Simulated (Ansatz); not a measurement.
# CH4BrClSi: the cost of one run

Computed with Ansatz 0.2.0, driven from Python. The levels of theory stand in the script.

## 1. The system

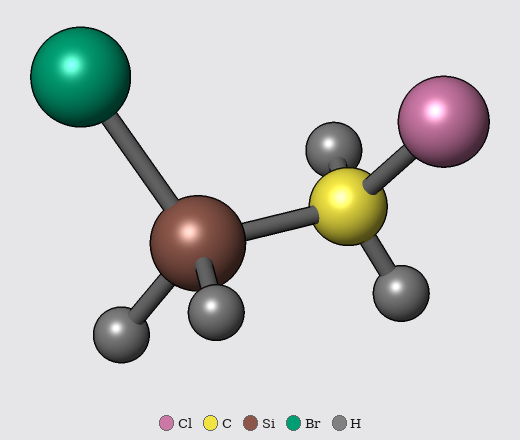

The structure that the script starts from, seen from a chosen angle (chlorine pink, carbon yellow, silicon brown, bromine teal, hydrogen grey).

No structure file is read: the coordinates are typed or built in the script.

## 2. The code

Contents of ch4brclsi.py:

```python
'''One geometry of CH4BrClSi, method by method.'''

import argparse
import warnings

import ansatz

parser = argparse.ArgumentParser(description='One geometry of CH4BrClSi, method by method.')
parser.add_argument('--basis', required=True, help='Gaussian basis set')
args = parser.parse_args()

GEOMETRY = '''
Cl   -1.00350    1.42140    1.32280
C    -0.58740    0.74540   -0.24860
Si    0.59550   -0.60890   -0.00640
Br   -0.27180   -2.34240    0.97160
H    -1.49460    0.39410   -0.75780
H    -0.16030    1.56780   -0.85790
H     1.18260   -1.06760   -1.30080
H     1.83160   -0.16690    0.82120
'''

warnings.simplefilter('ignore', ansatz.DeckWarning)

system = ansatz.Crystal.molecule()
for line in GEOMETRY.strip().splitlines():
    symbol, *xyz = line.split()
    system = system.atom(symbol, [float(v) for v in xyz])

model = system.calculation().basis(gaussian=args.basis)

methods = ['mp2', 'ccsd', 'ccsd_t']
reports = [model.correlation(m).run(threads=1, backend='cpu').report for m in methods]
print(f'Hartree-Fock reference {reports[0]["reference_energy_ev"] / 27.211386246:.6f} Ha')
best = reports[-1]['free_energy_ev'] - reports[-1]['reference_energy_ev']
for method, each in zip(methods, reports):
    gained = each['free_energy_ev'] - each['reference_energy_ev']
    print(f'{method:8s} total {each["free_energy_ev"] / 27.211386246:.6f} Ha  correlation {gained:9.4f} eV  ({100 * gained / best:.1f} % of the last)')
```

## 3. What the engine is handed

The engine receives this input (first run):

```yaml
crystal:
  periodic: [false, false, false]
  atoms:
    - { symbol: Cl, position_ang: [-1.0035, 1.4214, 1.3228] }
    - { symbol: C, position_ang: [-0.5874, 0.7454, -0.2486] }
    - { symbol: Si, position_ang: [0.5955, -0.6089, -0.0064] }
    - { symbol: Br, position_ang: [-0.2718, -2.3424, 0.9716] }
    - { symbol: H, position_ang: [-1.4946, 0.3941, -0.7578] }
    - { symbol: H, position_ang: [-0.1603, 1.5678, -0.8579] }
    - { symbol: H, position_ang: [1.1826, -1.0676, -1.3008] }
    - { symbol: H, position_ang: [1.8316, -0.1669, 0.8212] }
basis:
  gaussian:
    orbitals: def2-SVP
correlation:
  method: mp2
```

## 4. The run

Launch:

```bash
python ch4brclsi.py --basis def2-SVP
```

**Question.** How long does this script take on 1 thread of Arm Neoverse V1, shared host, and how much memory does it need?

About 24 s, with a peak of 0.44 GiB.
